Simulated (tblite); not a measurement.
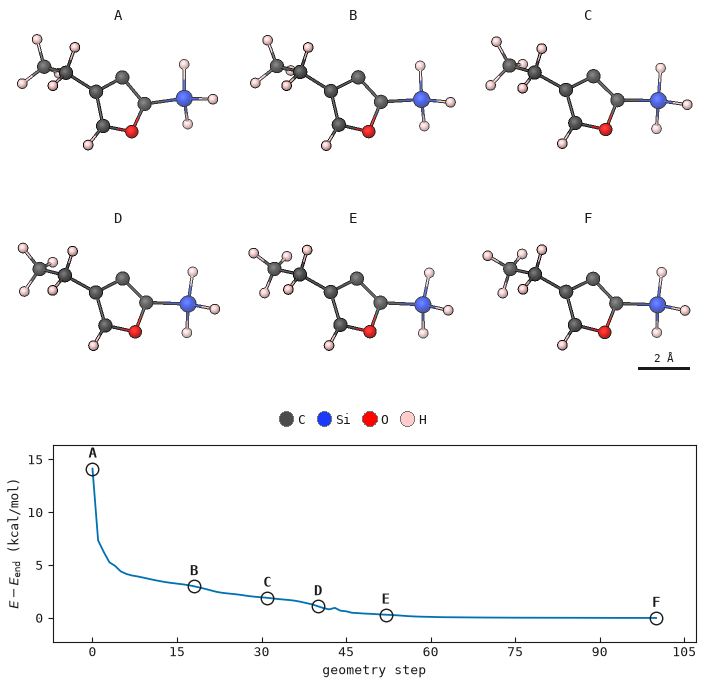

Frames of a relaxation of C6H9OSi (multiplicity 2), marked on the history of the run. The picture is a ball-and-stick view, seen at a tilt.

Theory: tblite 0.8.0, GFN2-xTB geometry optimisation, gas phase. 

Describe the path.

Answer. Over 100 geometry steps the energy falls by 14.1 kcal/mol. An H atom moves most after the best rigid fit: 1.05 Å. Largest moves by element: H 1.05 Å, Si 0.19 Å, C 0.18 Å, O 0.15 Å. Among the contacts that change: C–O 1.294 → 1.347 Å, C–O 1.319 → 1.368 Å, C–H 1.126 → 1.087 Å, C–Si 1.837 → 1.870 Å. Among the angles between lasting bonds that change: C–C–Si 122.7° → 134.3°, Si–C–O 129.0° → 118.6°, O–C–H 124.9° → 117.2°. Groups turn about C–C by about 45°. Cost: 0.41 s on 1 thread of AMD EPYC 9R45 96-Core Processor (shared host). From step 0 to 18: an H atom moves most (0.21 Å), energy −11.1 kcal/mol. From step 18 to 31: an H atom moves most (0.32 Å), energy −1.09 kcal/mol. From step 31 to 40: H atoms move most (0.23 Å), energy −0.80 kcal/mol. From step 40 to 52: an H atom moves most (0.28 Å), energy −0.79 kcal/mol. From step 52 to 100: an H atom moves most (0.16 Å), energy −0.31 kcal/mol.
